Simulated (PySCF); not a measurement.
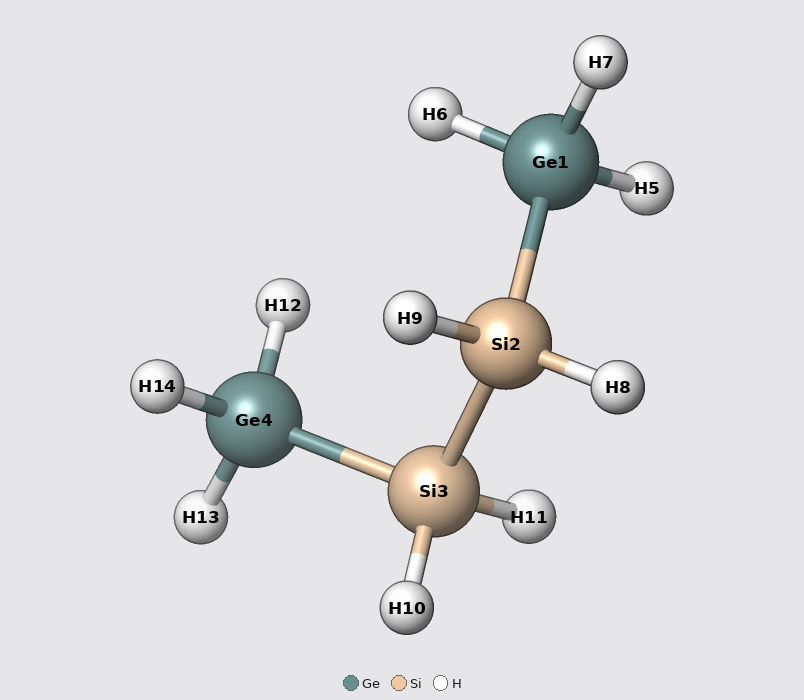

Computed geometry: PBE0-D3(BJ)/def2-SVP optimisation. No frequency run is at hand to confirm it as a minimum. Level of theory: delta-SCF UKS SCAN, pcX-2 on the ionised atom (unc-x2c-TZVPall on a metal), pcseg-1 elsewhere, spin-free X2C (PySCF 2.14.0).

Give the core-electron binding energies (to vacuum; p and d levels without spin–orbit splitting) of Si2 1s, Si2 2p.

```
atom  level  binding energy (eV)
 Si2     1s               1845.9
 Si2     2p                106.4
```
